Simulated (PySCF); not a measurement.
# SiH2F− (SMILES F[SiH2-]): B2PLYP/STO-3G

Aim: the vertical ionisation energy of SiH2F− at B2PLYP/STO-3G, from 2 runs. The job is set up through a Python script.

The calculation is run with PySCF 2.14.0.

9 further runs of the same task are left out: 9 set aside as unsound or not needed.

## Step 1: The system as given

SiH2F−: 4 atoms, total charge -1, spin state singlet. As SMILES, `F[SiH2-]`. The shape is that of a GFN2-xTB optimisation.

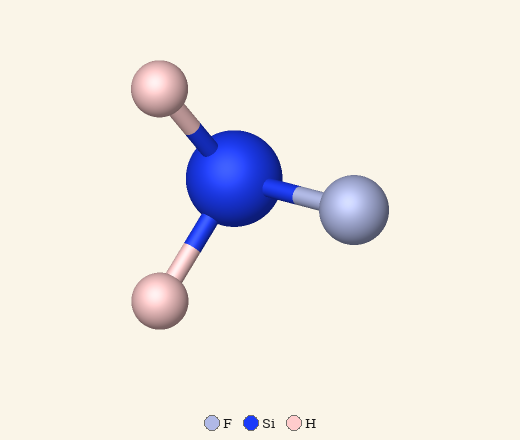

The structure, seen from a chosen angle (fluorine light blue, silicon blue, hydrogen pink).

## Step 2: The energy at B2PLYP/STO-3G

File input.py:

```python
from pyscf import gto, dft, mp

mol = gto.M(
    atom='''
F    1.224230   0.690850  -0.383870
Si  -0.114010  -0.391590  -0.440070
H   -1.185360   0.658330  -0.143280
H    0.075140  -0.957590   0.967210
''',
    verbose=3,
    max_memory=1860,
    basis='sto-3g',
    charge=-1,
)

myscf = dft.RKS(mol, xc='0.53*HF + 0.47*B88, 0.73*LYP')
myscf.conv_tol = 1e-10
myscf.grids.level = 5
myscf.kernel()
if not myscf.converged:
    myscf = myscf.newton().run(myscf.mo_coeff, myscf.mo_occ)

pt = mp.MP2(myscf, frozen=6).run()
e_tot = myscf.e_tot + 0.27 * pt.e_corr
print('PT2 part  %.8f' % (0.27 * pt.e_corr))
print(f'total energy: {e_tot:.8f} hartree')
```

Started as:

```sh
$ OMP_NUM_THREADS=1 python input.py
```

The log of the run:

```text
converged SCF energy = -385.245904155453
E(RMP2) = -385.307485184905  E_corr = -0.0615810294523862
E(SCS-RMP2) = -385.316460031265  E_corr = -0.070555875812241
PT2 part  -0.01662688
total energy: -385.26253103 hartree
```

Run time: 1.8 s. Hardware: 1 thread of Arm Neoverse V2, shared host; peak memory 0.19 GiB.

## Step 3: Doublet neutral SiH2F

File run.py:

```python
from pyscf import gto, dft, mp

mol = gto.Mole()
mol.atom = 'F 1.224230 0.690850 -0.383870; Si -0.114010 -0.391590 -0.440070; H -1.185360 0.658330 -0.143280; H 0.075140 -0.957590 0.967210'
mol.basis = 'sto-3g'
mol.spin = 1
mol.max_memory = 1860
mol.verbose = 3
mol.build()

mf = dft.UKS(mol)
mf.xc = '0.53*HF + 0.47*B88, 0.73*LYP'
mf.conv_tol = 1e-10
mf.grids.level = 5
mf.kernel()
if not mf.converged:
    mf = mf.newton().run(mf.mo_coeff, mf.mo_occ)

pt = mp.MP2(mf, frozen=6).run()
e_tot = mf.e_tot + 0.27 * pt.e_corr
print('PT2 part  %.8f' % (0.27 * pt.e_corr))
print('Final energy', e_tot)
```

Started as:

```sh
$ OMP_NUM_THREADS=1 python run.py
```

The log of the run:

```text
WARN: HOMO -0.151273645872137 >= LUMO -0.151273645872138

converged SCF energy = -385.371478562848  <S^2> = 0.75443071  2S+1 = 2.0044258
E(UMP2) = -385.451666147409  E_corr = -0.0801875845611979
E(SCS-UMP2) = -385.457707567058  E_corr = -0.0862290042101266
PT2 part  -0.02165065
Final energy -385.39312921067926
```

Run time: 2.9 s. Hardware: 1 thread of Arm Neoverse V2, shared host; peak memory 0.2 GiB.

## Step 4: Outcome

At B2PLYP/STO-3G, 6 core orbitals frozen:

| quantity | value |
| --- | --- |
| singlet SiH2F−: total energy | -385.26253 Eh |
| singlet SiH2F−: HOMO energy (SCF part's orbitals) | 5.48 eV |
| singlet SiH2F−: LUMO energy (SCF part's orbitals) | 18.50 eV |
| singlet SiH2F−: HOMO–LUMO gap (to an unbound level, set by the basis) | 13.02 eV |
| doublet neutral SiH2F: total energy | -385.39313 Eh |
| doublet neutral SiH2F: dipole moment (SCF part) | 1.65 D |
| doublet neutral SiH2F: HOMO energy (SCF part's orbitals) (highest over α and β) | -5.33 eV |
| doublet neutral SiH2F: LUMO energy (SCF part's orbitals) (lowest over α and β) | 1.40 eV |
| doublet neutral SiH2F: ⟨S²⟩ | 0.754 |
| vertical detachment energy (to the doublet neutral) | -3.554 eV |

**Reading.** The species is unbound against losing an electron at this level, by 3.55 eV (−82 kcal/mol); missing correlation or diffuse functions can give that sign where the real anion is bound. In a minimal basis such a difference can be off by several eV, whatever the method. Mulliken charges (singlet SiH2F−) run from -0.40 on F1 to +0.07 on Si2. The HOMO (singlet SiH2F−) lies at positive energy, 5.48 eV; only total energies tell whether the electron is bound. Mulliken charges (doublet neutral SiH2F) run from -0.23 on F1 to +0.54 on Si2.
